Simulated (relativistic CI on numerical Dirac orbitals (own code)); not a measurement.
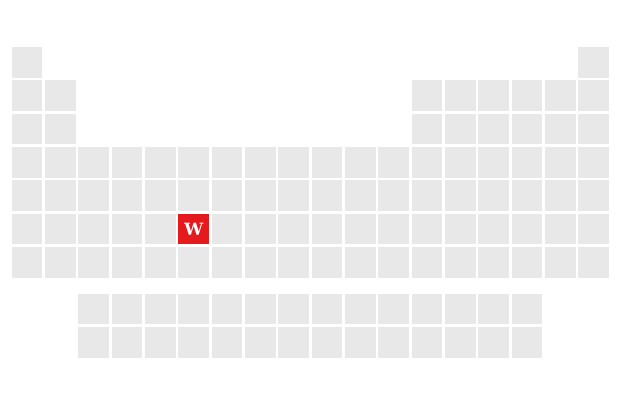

The place of tungsten in the periodic table.

**W⁺: relativistic CI calculation**

System: W⁺.
Method: Dirac-Coulomb-Breit CI, KLI orbitals optimised for each configuration, model QED (radiative potential, 1s self-energy scaled to tabulated hydrogen-like ionisation energies), numerical settings as typed (relativistic CI on numerical Dirac orbitals, in-house).

The input:
```
atom W  Z=74  charge=1  electrons=73
nucleus A=184  rms_radius_fm=5.3658
hamiltonian dirac-coulomb  breit=on  qed=on  c_scale=1
orbitals kli  potential=per-configuration
slater_scale 1
correlation none
mixing on
grid step=0.002 r_max=129.7
scf mixing=0.4 start=green max_iterations=65 tolerance=2e-08 node_fill=0.05
configurations
  [Xe] 4f14 5d4 6s
end
```

Launched within a batch (the task file carries these settings):
```bash
python <driver script> task.json out
```

The program writes its results to a structured record and prints no log; tables and figures of this report are taken from that record.

What the run reported:

| quantity | value |
| --- | --- |
| outcome | refused by the program |
| hardware | 1 CPU thread, shared host |

What went wrong:

This input holds a deliberate fault: grid. The program refused the input; the driver noted: the grid has 9341 points, outside 40 to 4096.
